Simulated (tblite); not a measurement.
# C5H8AlBrSi: the cost of one run

The runs use tblite 0.8.0 and PySCF 2.14.0, with density-fitted response routines of our own; the level of theory stands in each step. All values are computed, except where a source is named. Atoms count from 0, in the outputs and in this text.

## 1. The molecule as given

16 atoms, charge 0, multiplicity 1; geometry from: force field or distance geometry start.

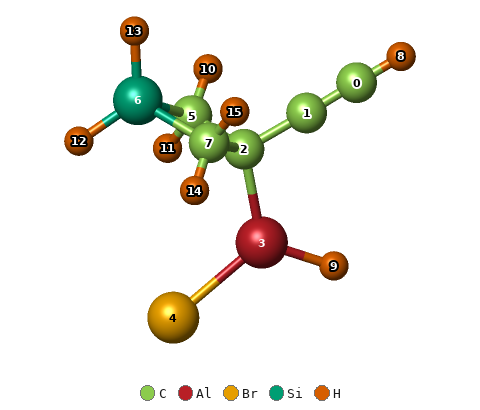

As it starts; carbon green, aluminium red, bromine amber, silicon teal, hydrogen orange, atoms numbered.

## 2. Optimising the geometry with GFN2-xTB

What the job is given:

```
{"job": {"kind": "relax", "xc": "GFN2-xTB", "basis": "xTB"}, "charge": 0, "multiplicity": 1}
C     -0.611700     2.833300     0.316600
C     -0.495500     1.648100     0.184200
C     -0.320500     0.182800     0.045600
Al    -2.078600    -0.717800     0.469100
Br    -2.227400    -3.090700     0.356400
C      0.856000    -0.342300     0.862400
Si     1.792300    -0.894800    -0.648500
C      0.232900    -0.176700    -1.342300
H     -0.729100     3.879400     0.427000
H     -3.353400     0.139700     0.909400
H      1.418900     0.445500     1.410700
H      0.607300    -1.210100     1.516600
H      1.847200    -2.360300    -0.758200
H      2.977500    -0.069700    -0.926400
H     -0.364700    -0.952700    -1.873300
H      0.441300     0.695300    -1.984400
```

Started as:

```console
$ OMP_NUM_THREADS=1 python probes_run.py task.json out
```

This one command runs all jobs of the session in turn.

Q: Estimate the wall time and peak memory of this first job on 1 thread of Arm Neoverse N1, shared host.

About 1.8 s, with a peak of 0.18 GiB.
